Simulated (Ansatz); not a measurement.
```xyz
6

Al   -1.6720    0.3021   -2.9431
N    -1.4848   -0.1318   -1.2283
O    -3.1522    1.0824   -3.3477
H    -0.6809   -0.5935   -0.8223
H    -2.1844    0.0554   -0.5170
H    -3.3788    1.3683   -4.2364
```

Geometry: PBE0-D3(BJ)/pcseg-1.

Theory: isolated molecule in a Gaussian basis; Kohn-Sham density functional theory, functional PBE0 (Ansatz).

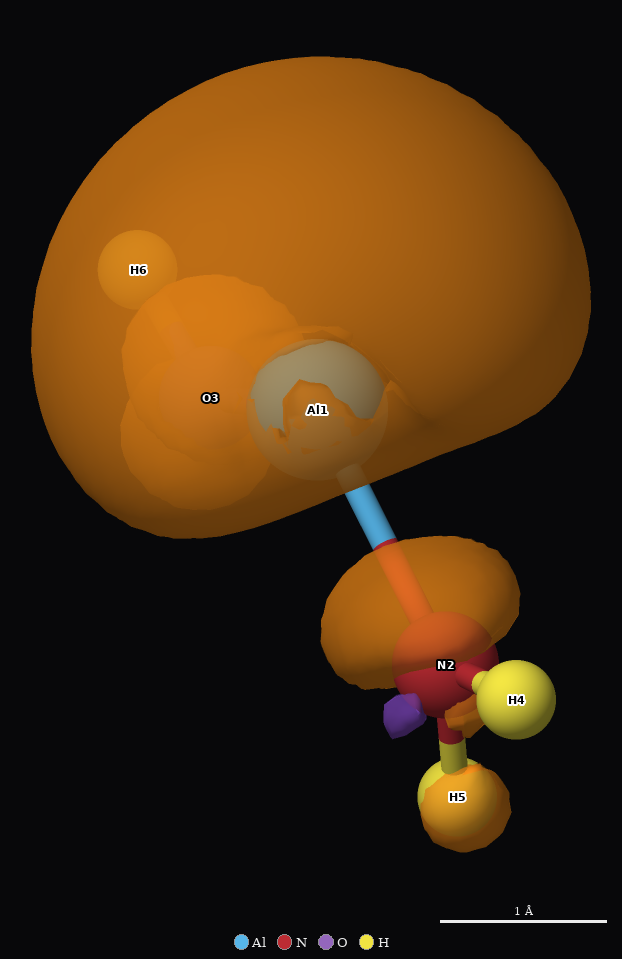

AlH3NO (SMILES [NH2][Al][OH]) (doublet). Isosurfaces of the spin density (α minus β) at +0.015 (orange) and −0.015 e/Å³ (purple), seen at an oblique angle.

> Which atoms carry the spin?

The unpaired spin (1 electron) lies mostly on Al1 (about 0.8) and O3 (about 0.1), in electrons by Hirshfeld's partition.
